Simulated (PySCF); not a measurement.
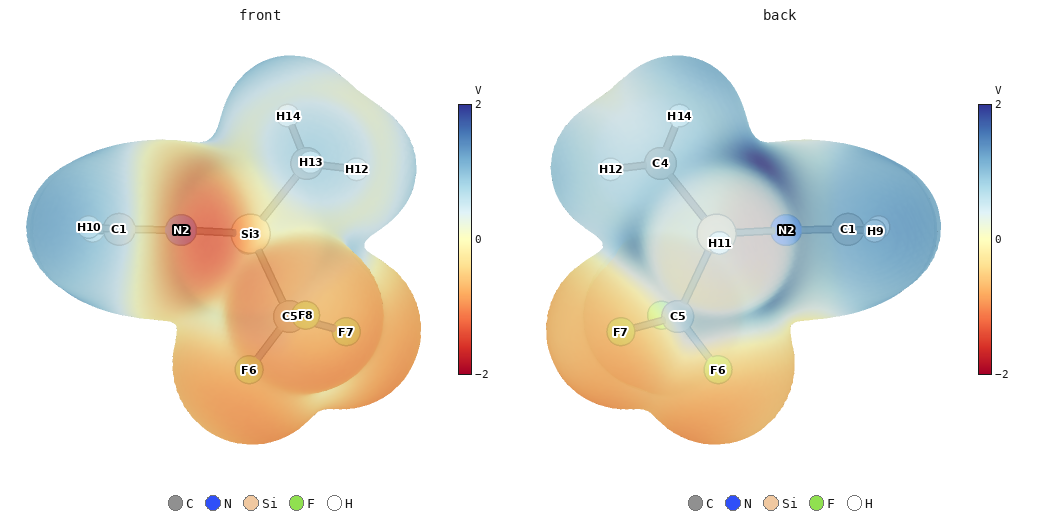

*C3H6F3NSi. The electrostatic potential painted on the density surface at 0.002 e/bohr³, seen from the front and from behind; the colour scale runs from red (negative) to blue (positive).*

Geometry: GFN2-xTB.

The calculation used PySCF, wB97X-D/def2-SVPD, SCF density, gas phase.

Input file:

```
{"job": {"kind": "uv", "xc": "wB97X-D", "basis": "def2-SVPD", "nstates": 8, "ntriplets": 3}, "charge": 0, "multiplicity": 1}
C     -2.346936    -0.910670     0.429038
N     -1.198388    -0.425776     0.499636
Si     0.011611     0.191855    -0.540024
C      0.520110     1.868855     0.163543
C      1.451490    -1.062959    -0.154447
F      1.128581    -2.344344    -0.432927
F      2.552150    -0.796676    -0.891730
F      1.856631    -1.051759     1.128186
H     -2.907216    -1.051487    -0.496739
H     -2.842750    -1.221051     1.344839
H     -0.103226     0.162931    -2.002079
H      1.441808     2.219450    -0.291233
H      0.680220     1.803642     1.236625
H     -0.244761     2.617515    -0.014854
```

Run with:

```sh
OMP_NUM_THREADS=1 python probes_run.py task.json out
```

Where is the surface potential most negative and most positive?

Answer. The most negative region (about −1.2 V) lies over N2, the most positive (about +1.7 V) over Si3. N2 is the likeliest acceptor of a hydrogen bond.

How polar is the molecule by this calculation?

Answer. Its dipole moment is 3.94 D.
